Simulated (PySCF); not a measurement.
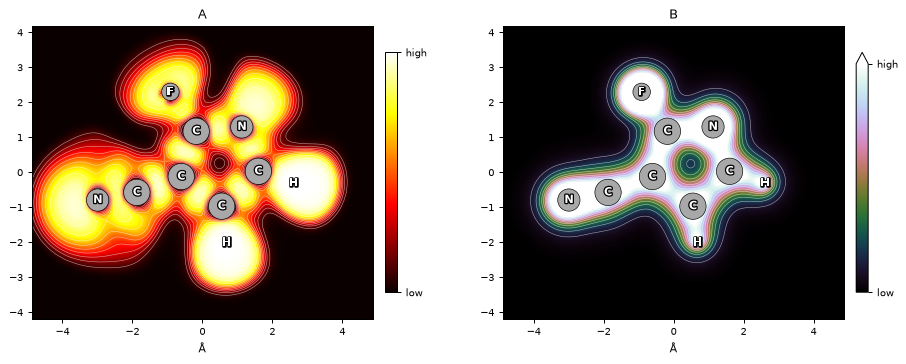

C₅H₂FN₂ (SMILES N#Cc1cc[n-]c1F) (charge −1): 2 fields on the molecular plane, with unlabelled colour scales. Grey discs cover the atomic cores.

Geometry: GFN2-xTB, MD frame at 250 fs, 300 K.

Level of theory: PySCF 2.14.0, PBE0/pcSseg-1, SCF density, gas phase, non-relativistic.

> Which field does each panel show? The fields are: electron density and electron localisation function.

Panel A: electron localisation function. Panel B: electron density. From the grid: C–N (1.14 Å): the density is about 3.6 e/Å³ at the midpoint; the ELF peaks at about 0.85 between the atoms (a multiple bond). C–F (1.35 Å): ρ at the midpoint is about 2.2 e/Å³, with its minimum of 1.7 e/Å³ about 0.5 Å from C; the ELF peaks at about 0.85 between the atoms: a shared but strongly polarised pair.
